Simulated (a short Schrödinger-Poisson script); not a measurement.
Structure: gated Al0.4Ga0.6N/GaN polarisation-induced gas, at 20 K.

```csv
layer,material,thickness (nm),Na (cm⁻³)
1,Al0.4Ga0.6N,10,-
2,GaN,6000,1e15
```

The device is made up for the run: typed textbook-type constants, with dimensions and the other settings drawn at random. Al0.4Ga0.6N: permittivity 9.26, conduction-band edge (eV) 0.58, gap (eV) 4.258, electron mass (mₑ) 0.248, Nv at 300 K (cm⁻³) 4.6e19. GaN: permittivity 9.5, conduction-band edge (eV) 0, gap (eV) 3.43, Nv at 300 K (cm⁻³) 4.6e19.

Channel valleys (confinement mass, in-plane density-of-states mass, number): Γ 0.2, 0.2, 1. At the gate the conduction-band edge of layer 1 lies 1.36 eV − eVg above the Fermi level of the channel; the field vanishes at the back. Sheet of polarisation charge: +2e13 e/cm² at 10 nm from the gate. The barrier under the gate holds no holes. Gaps are held at their typed values at every temperature. Mesh 0.08 nm at interfaces.

Solved with a short Schrödinger-Poisson script written for these runs: 1D Poisson equation in equilibrium, electrons quantum, Hartree plus LDA exchange-correlation (BenDaniel-Duke, 40 states a valley, the channel's in-plane mass for all, wave functions free to enter the barrier), parabolic valleys, classical holes, full ionisation, no traps, pinning or gate leakage.

Only gate voltages with over 1e8 electrons/cm² are shown.

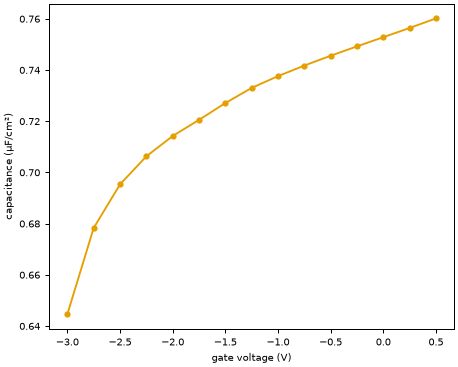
Figure: Quasi-static capacitance against gate voltage

```
Vg (V)  electrons (cm⁻²)  in the channel layer  C (μF/cm²)  Γ E0 (meV)  Γ E1 (meV)
------  ----------------  --------------------  ----------  ----------  ----------
0.5              1.61e13               1.50e13       0.760      -176.1       -17.0
0.25             1.50e13               1.40e13       0.756      -164.6       -14.4
0                1.38e13               1.30e13       0.753      -153.0       -11.9
-0.25            1.26e13               1.19e13       0.749      -141.3        -9.6
-0.5             1.14e13               1.09e13       0.746      -129.5        -7.3
-0.75            1.03e13               9.84e12       0.742      -117.7        -5.2
-1               9.12e12               8.79e12       0.738      -105.8        -3.1
-1.25            7.98e12               7.72e12       0.733       -93.8        -0.8
-1.5             6.84e12               6.65e12       0.727       -81.5         2.9
-1.75            5.71e12               5.58e12       0.721       -68.3         9.6
-2               4.59e12               4.51e12       0.714       -54.9        16.1
-2.25            3.48e12               3.43e12       0.706       -41.7        21.9
-2.5             2.39e12               2.36e12       0.695       -28.6        26.6
-2.75            1.31e12               1.31e12       0.678       -15.7        29.6
-3               2.78e11               2.77e11       0.645        -3.1        28.9
```

Subbands count from the Fermi level.
